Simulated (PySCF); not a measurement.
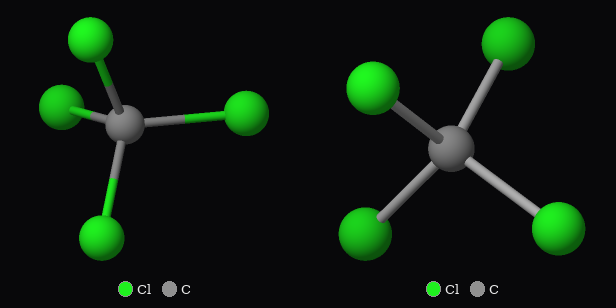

Two views of one molecule.

Question: Give the formula.

Answer: CCl4, 5 atoms: 1 carbon and 4 chlorine.

Question: Write the SMILES.

Answer: ClC(Cl)(Cl)Cl

Question: Name some functional groups or characteristic bonds that it holds.

Answer: Among them: C–Cl bond.

Question: How many atoms are distinct by symmetry?

Answer: 2: 4 Cl, 1 C.

Question: Count the bonded pairs by element.

Answer: 4 C–Cl.

More results for the same structure follow; atom numbers are the same in all pictures, views and colours differ. Computed geometry: PBE0-D3(BJ)/def2-TZVP optimisation. No frequency run is at hand to confirm it as a minimum.

## Shape

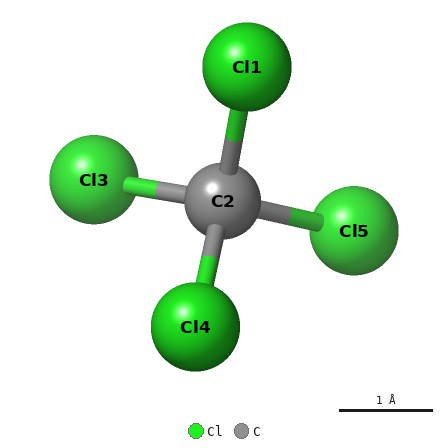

Atoms carry their numbers in the input. No frequency run is at hand to confirm it as a minimum.

What are the angles Cl1–C2–Cl3?

| angle | degrees |
| --- | --- |
| Cl1–C2–Cl3 | 109.5 |

## Electronic properties

No frequency run is at hand to confirm it as a minimum. Properties computed with WP04/pcSseg-2 in chloroform (IEF-PCM) (PySCF 2.14.0).

Question: Estimate the LUMO energy (Kohn–Sham orbital).

Answer: −3.77 eV.

Question: What is the HOMO energy (Kohn–Sham orbital)?

Answer: −10.18 eV.

## Quadrupole coupling

No frequency run is at hand to confirm it as a minimum. Electric field gradients from the ground-state density, PBE0/pcSseg-2 (PySCF 2.14.0), non-relativistic apart from any core potentials.

Give the largest field-gradient component, the quadrupole coupling constant and the asymmetry for 35Cl at Cl1 (Q = −81.7 mb).

```tsv
atom	V_zz (a.u.)	e²qQ/h (MHz)	η
Cl1	4.391	−84.3	0.00
```

## Charges

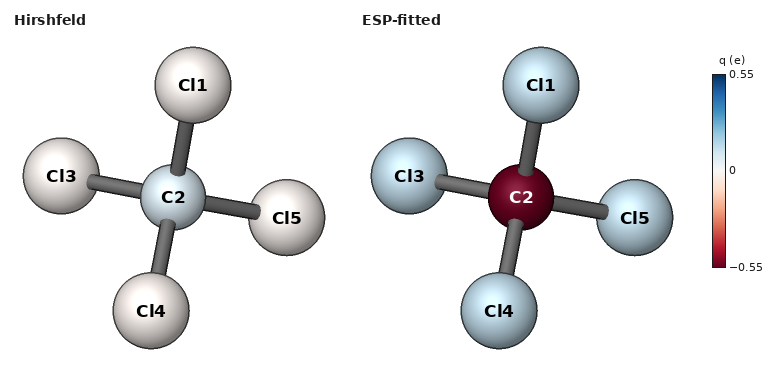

Atomic charges of one calculation by 2 schemes, on one colour scale. No frequency run is at hand to confirm it as a minimum. Method: PBE0/pcSseg-2 (PySCF 2.14.0).

Question: Which scheme gives the most polar picture (largest mean size of the charges)?

Answer: The ESP-fitted charges are the largest in size here.

List the charges (e), one line for each set of equivalent atoms.

```
          atom  Hirshfeld  ESP-fitted
Cl1, Cl3, Cl4…      −0.02        0.14
            C2       0.09       −0.54
```
